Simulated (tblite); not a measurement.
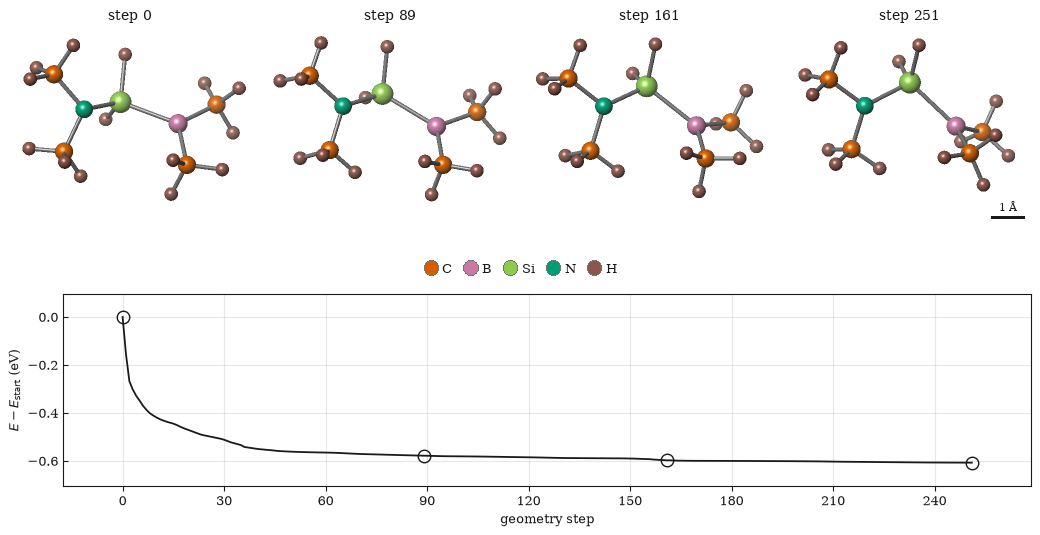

Frames of a relaxation of C$_{4}$H$_{14}$BNSi, marked on the history of the run. Style: ball-and-stick. Shown at a tilt.

Theory: GFN2-xTB geometry optimisation, gas phase in tblite. 

Question: Describe the path.

Answer: The atom that moves furthest after the best rigid fit is an H atom (2.00 Å). Largest moves by element: H 2.00 Å, C 1.05 Å, Si 0.80 Å, N 0.19 Å, B 0.10 Å. Near-neighbour distances that change, for instance: B–Si 1.934 → 1.966 Å, H–Si 1.460 → 1.491 Å, N–Si 1.763 → 1.733 Å, B–C 1.604 → 1.576 Å. Among the angles between lasting bonds that change: B–Si–H 105.9° → 115.3°, Si–N–C 112.2° → 120.7°, B–C–H 107.2° → 115.1°. Groups turn about B–C by about 80°, B–Si by about 75°, B–C by about 50°. Over 251 geometry steps the energy falls by 0.607 eV. The run took 2 s on 1 thread of Arm Neoverse V1, with other jobs on the host. From step 0 to 89: an H atom moves most (0.77 Å), energy −0.578 eV. From step 89 to 161: an H atom moves most (1.03 Å), energy −0.019 eV. From step 161 to 251: H atoms move most (0.83 Å), energy −0.010 eV.
